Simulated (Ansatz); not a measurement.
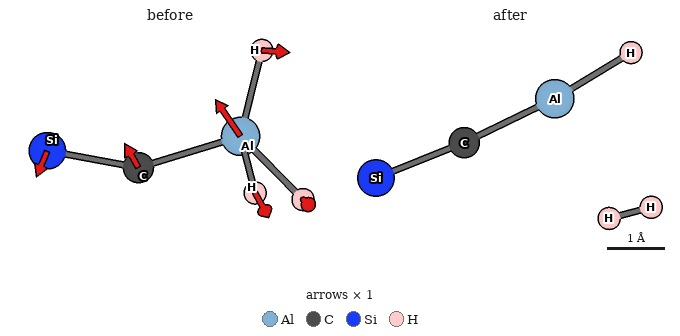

The structure of CH₃AlSi before (left) and after (right) a relaxation, at one scale. The red arrows give the displacements, at their true length.

A ball-and-stick model, seen face on.

It is one of the separated reactants of a reaction.

Method: RKS PBE-D4/def2-SVP in Ansatz.

Input file:
```yaml
crystal:
  periodic: [false, false, false]
  atoms:
    - {symbol: Al, position_ang: [-0.907633, 0.450551, -0.997791]}
    - {symbol: C, position_ang: [0.224153, -0.348891, 0.305730]}
    - {symbol: Si, position_ang: [1.416041, -0.283059, 1.443403]}
    - {symbol: H, position_ang: [-1.947240, -0.490101, -1.738077]}
    - {symbol: H, position_ang: [-0.808303, 1.998485, -1.322511]}
    - {symbol: H, position_ang: [-0.480156, -0.610508, -1.998699]}
basis:
  gaussian: {orbitals: def2-SVP}
hamiltonian: {xc: pbe, dispersion: d4}
relax: {f_tol: 0.03, max_steps: 250}
```

Run as
```bash
ansatz run in.yaml --threads 2 --pin off --events-out ev --progress --plain --max-ram 4352MiB
```

**Describe what moved and what it gained.**

The largest move after the best rigid fit is that of Al1, 0.81 Å. By element the largest moves are Al 0.81 Å, H 0.78 Å, Si 0.53 Å, C 0.52 Å. Some distances before and after: Al1–H4 1.585 → 2.644 Å, Al1–H6 1.520 → 2.400 Å, H4–H6 1.495 → 0.776 Å, Al1–C2 1.902 → 1.792 Å. New bonds form: H4–H6 (1.49 → 0.78 Å). Bonds break: Al1–H4 (1.59 → 2.64 Å), Al1–H6 (1.52 → 2.40 Å). Bond angles that change, for instance: C2–Al1–H5 120.9° → 174.6°, Al1–C2–Si3 152.4° → 175.8°. After 15 accepted moves (17 points after the start) the energy has fallen by 55.5 kcal/mol. The largest force component goes from 2.9 to 0.014 eV/Å. The line search rejected the trial steps at points 10, 12 of the run. Cost: 12 s on 2 threads of Intel Xeon Platinum 8488C, with other jobs on the host.
